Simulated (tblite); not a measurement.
**C3H4F4Si: frequency calculation**

The run: frequency calculation of C3H4F4Si. Method and program: GFN2-xTB harmonic vibrations, gas phase (tblite 0.8.0).

It belongs to a series of runs on one base structure; here: C replaced by Si.

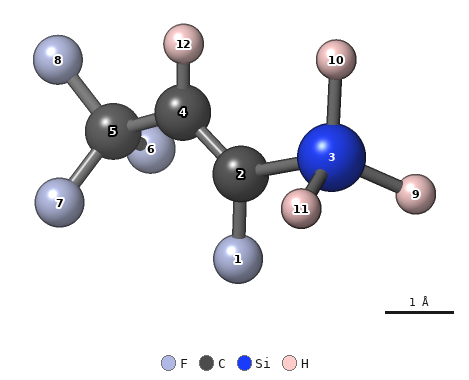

*The structure as given in the input (ball-and-stick view, seen at a tilt; atoms are numbered from 1 in the order of the input).*

Bond lengths as drawn: C–C 1.33 to 1.50 Å, C–F 1.34 Å, C–H 1.08 Å, C–Si 1.91 Å and H–Si 1.46 Å.

Input file:
```
{"job": {"kind": "ir", "xc": "GFN2-xTB", "basis": "xTB"}, "charge": 0, "multiplicity": 1}
F      0.077392     0.398046     1.668197
C      0.383174     0.086750     0.398201
Si     2.258739    -0.023187     0.074849
C     -0.599637    -0.100331    -0.475064
C     -2.055397     0.006596    -0.134970
F     -2.468422    -0.962701     0.700809
F     -2.380721     1.171806     0.444992
F     -2.819196    -0.095938    -1.234919
H      2.803705    -0.880785     1.122668
H      2.409554    -0.590362    -1.261823
H      2.773896     1.340447     0.168911
H     -0.381888    -0.351026    -1.497877
```

The first line tells a small driver script what to run in tblite; the rest is the geometry in Å.

Hardware: 1 CPU thread, shared host.

Command:
```bash
OMP_NUM_THREADS=1 python <driver script> task.json out
```

Log:
```
mode    cm-1     km/mol
  1      24.2      1.09
  2      57.2      0.37
  3      96.2      0.49
  4     109.2      0.29
  5     196.4      1.17
  6     299.9      5.80
  7     309.2      2.82
  8     361.1     28.74
  9     434.3      0.22
 10     477.1      6.22
 11     544.5     46.92
 12     549.5     69.40
 13     589.7     25.55
 14     592.2     16.50
 15     742.6    170.08
 16     759.3    132.79
 17     767.7    308.70
 18     777.5      1.75
 19     795.0     84.38
 20     840.3     39.38
 21    1024.4     55.76
 22    1046.2    362.76
 23    1124.7    351.16
 24    1175.9    173.27
 25    1254.9     77.73
 26    1671.3     51.55
 27    2302.0    148.44
 28    2309.2    230.35
 29    2316.2    312.93
 30    3140.6      3.19
```

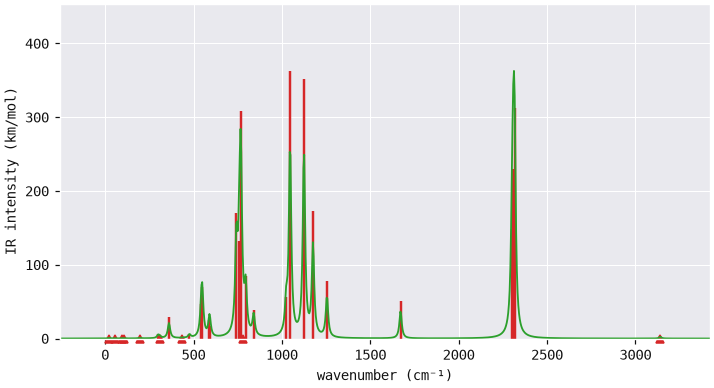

*Harmonic infrared spectrum, unscaled: sticks (degenerate modes added up, dark ones marked on the axis) with a Lorentzian envelope of 16 cm⁻¹ full width, scaled to the tallest stick.*

30 modes from 24 to 3141 cm⁻¹, none imaginary. The strongest line is at 1046 cm⁻¹ (363 km/mol).

Key numbers:

| quantity | value |
| --- | --- |
| outcome | converged |
| total energy | −791.7953 eV |
| zero-point energy | 38.1530 kcal/mol |
| wall time | 0.57 s |
| peak memory | 0.18 GiB |
